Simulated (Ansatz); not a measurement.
Ligand exchange: GeH4 + C3H9MgN → GeH3(NH2) + C3H8Mg

Species: GeH4 (germane) `[GeH4]`, singlet; C3H9MgN `C[CH](C)[Mg][NH2]`, singlet; GeH3(NH2), singlet; C3H8Mg `C[CH](C)[MgH]`, singlet. The partners trade H for NH2: Ge–H and Mg–NH2 bonds give way to Ge–NH2 and Mg–H.

Shapes, held fixed at every level: PBE0-D4/def2-TZVP. Programs: Ansatz 0.2.0. Electronic energies: no zero-point or thermal term.

| level | kind | ΔE (kJ/mol) | less CCSD(T)/def2-TZVPP |
| --- | --- | --- | --- |
| r2SCAN-D4/def2-TZVPP | meta-GGA | +65.9 | +3.5 |
| r2SCAN0-D4/def2-TZVPP | global hybrid | +63.7 | +1.3 |
| B2PLYP/def2-TZVPP | double hybrid | +66.2 | +3.8 |
| MP2/def2-SVP | perturbation theory | +70.6 | +8.2 |
| CCSD/def2-SVP | coupled cluster or CI | +67.5 | +5.1 |
| CCSD/def2-TZVPP | coupled cluster or CI | +62.3 | -0.1 |
| CCSD(T)/def2-TZVPP | coupled cluster or CI | +62.4 | 0.0 |

The highest level, CCSD(T)/def2-TZVPP, gives ΔE = +62.4 kJ/mol; the levels span +62.3 to +70.6. The column of differences is taken from that level and isn't an error. No measured value is set beside it here. Relativity is left out for Ge unless named. Correlated rows may include outer-core shells of Ge, Mg, which these sets cover unevenly.

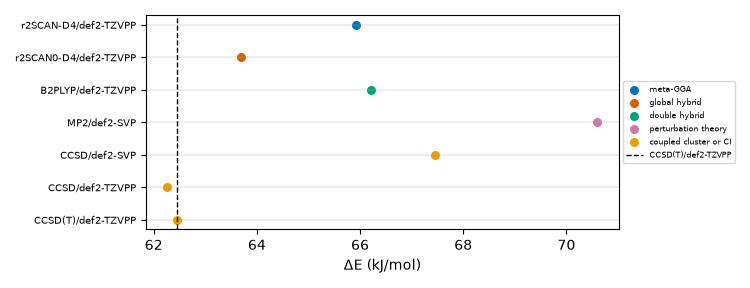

The values of the table, level by level.
